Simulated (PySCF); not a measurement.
## A study: C$_{5}$H$_{4}$N$_{2}$, SMILES `C#Cc1cnc[nH]1`

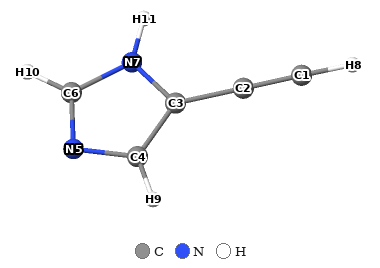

The molecule, with its atoms numbered as below. No frequency check shows the geometry to be a minimum.

Coordinates in Å:

```
C1      -2.9075   -0.0229    0.0000
C2      -1.7069    0.0254    0.0000
C3      -0.3073    0.0750    0.0000
C4       0.5681    1.1387    0.0000
N5       1.8444    0.6899    0.0000
C6       1.7709   -0.6120    0.0000
N7       0.4892   -1.0458    0.0000
H8      -3.9557   -0.0488    0.0000
H9       0.3430    2.1858    0.0000
H10      2.6144   -1.2732    0.0000
H11      0.1597   -1.9973    0.0000
```

### 1. Excited states

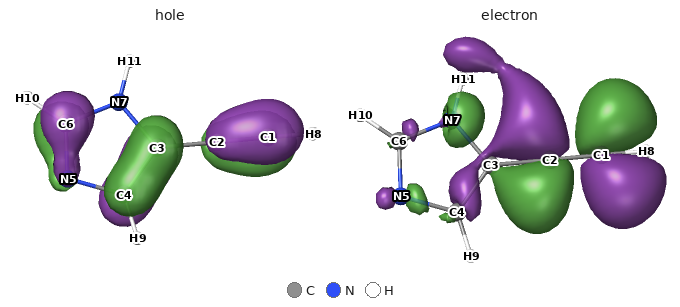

Leading natural transition orbital pair of S₁ (TDA singlet states); the surfaces enclose about 70 % of each orbital's density.

PySCF calculation, B3LYP/6-311G**, gas phase; geometry: GFN2-xTB. Without diffuse functions Rydberg states are missing, so the states' numbers hold for this basis only.

> Where does the state lie, and where do hole and electron sit?

5.44 eV (228 nm), f = 0.000 (dark); the leading pair carries 99 %; hole on C1 (26 %), C3 and C4 (17 % each) and C2 and C6 (14 % each), electron on C1 (36 %), C2 (29 %) and C3 (9 %); their centroids lie 1.3 Å apart. In canonical orbitals it is mainly HOMO → LUMO+1 (92 %). The HOMO–LUMO gap is 5.65 eV.

### 2. In an electric field

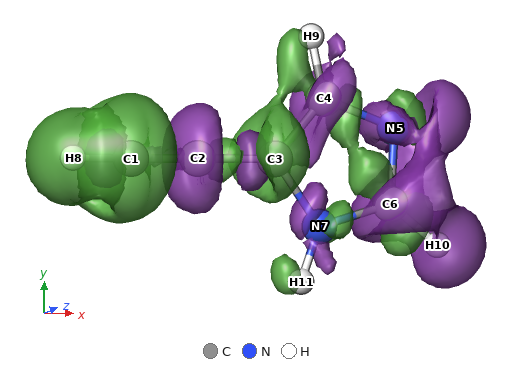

Change of the electron density in a uniform field of 0.41 V/Å, surfaces at ±0.004 e/Å³ (purple: gain, green: loss).

PySCF calculation, BLYP/6-311+G**, gas phase; geometry: GFN2-xTB. The basis has diffuse s and p functions alone, which still leaves polarisabilities too small, most of all across bonds.

The field was applied in both directions; the picture shows the one opposite to the script's first.

> Along which Cartesian direction does the field point?

Along −x: electrons gather on the +x side, against the field.

> How large is the response?

The induced dipole is 2.39 D (along the field); α along this axis, from the fields in both directions, is 119 bohr³ (17.7 Å³).

### 3. Stretching a bond

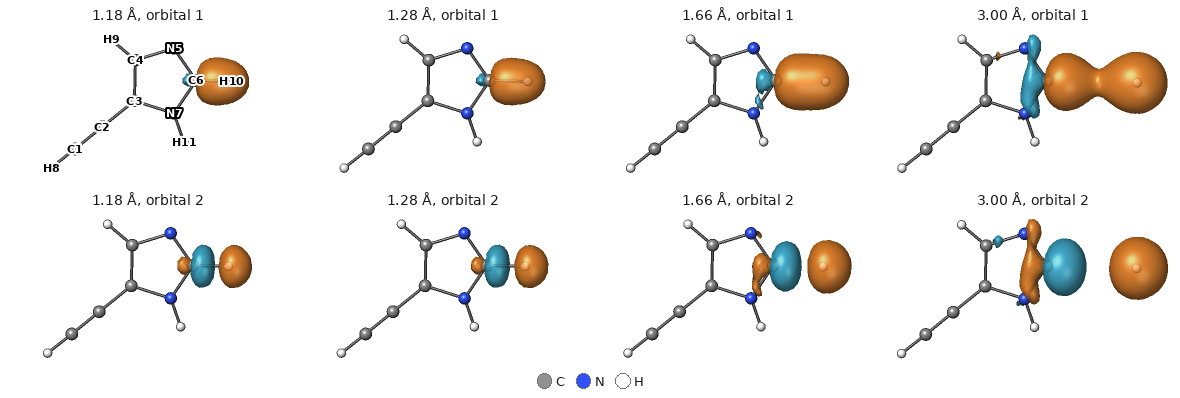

Rigid stretch of the C6–H10 bond. The two CASSCF(2,2) natural orbitals nearest half filling (orbital 1 the more occupied).

Level of theory: 6-31G* basis (PySCF), at a geometry from GFN2-xTB.

> How do the occupations change along the stretch?

1.18 Å: 1.98 and 0.02; 1.28 Å: 1.97 and 0.03; 1.66 Å: 1.90 and 0.10; 3.00 Å: 1.26 and 0.74. At the longest distance computed (3.00 Å) they are 1.26 and 0.74, and the effective number of unpaired electrons is 1.7.

UHF's ⟨S²⟩ passes 1 along the scan (up to 1.38), so it also polarises electrons outside the stretched bond; its energy lowering isn't due to that bond alone.

UHF already breaks spin symmetry near equilibrium here (⟨S²⟩ = 0.10 at 1.07 Å), for reasons apart from this bond.

> How much energy does the stretch cost?

By CASSCF, 4.8 eV from the lowest point of the scan (1.07 Å) to 3.00 Å; RHF gives 8.3 eV from its own lowest point. The fragments aren't relaxed and dynamic correlation is missing, so this isn't a bond dissociation energy.

The PySCF runs shown took 5.5 min, 79 s and 11 min on 1 thread of Arm Neoverse V2, with other jobs on the host.
